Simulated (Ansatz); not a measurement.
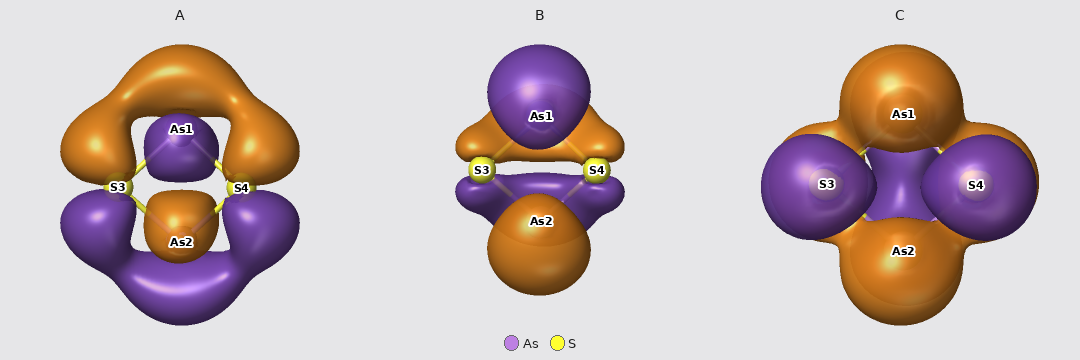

As₂S₂ (triplet). Three frontier orbitals at ±0.06 Å⁻³ᐟ² (orange and purple are the two phases), in no order.

Geometry: r2SCAN-D4/def2-SVP.

Level of theory: UKS PBE0-D4/def2-TZVP in Ansatz 0.2.0.

```json
{"atom": "As", "x (Å)": "0.3919", "y (Å)": "-0.0381", "z (Å)": "1.4676"}
{"atom": "As", "x (Å)": "-0.8900", "y (Å)": "0.1163", "z (Å)": "-1.2261"}
{"atom": "S", "x (Å)": "0.0072", "y (Å)": "-1.6497", "z (Å)": "-0.0980"}
{"atom": "S", "x (Å)": "0.4909", "y (Å)": "1.5715", "z (Å)": "-0.1435"}
```

### Which picture is the HOMO−1, the HOMO and the LUMO? All are α orbitals.

B is the HOMO−1 (α) (−6.46 eV). Its weight (Hirshfeld) is mainly on As1 (about 45 %), As2 (about 45 %), S3 (about 5 %) and S4 (about 5 %). C is the HOMO (α) (−5.68 eV). Its weight (Hirshfeld) is mainly on As1 (about 25 %), As2 (about 25 %), S3 (about 25 %) and S4 (about 25 %). A is the LUMO (α) (−2.03 eV). By Hirshfeld shares it lies mainly on As1 (about 30 %), As2 (about 30 %), S3 (about 20 %) and S4 (about 20 %).

### What is the gap between the highest occupied and lowest empty α orbitals?

3.65 eV between the orbital energies.
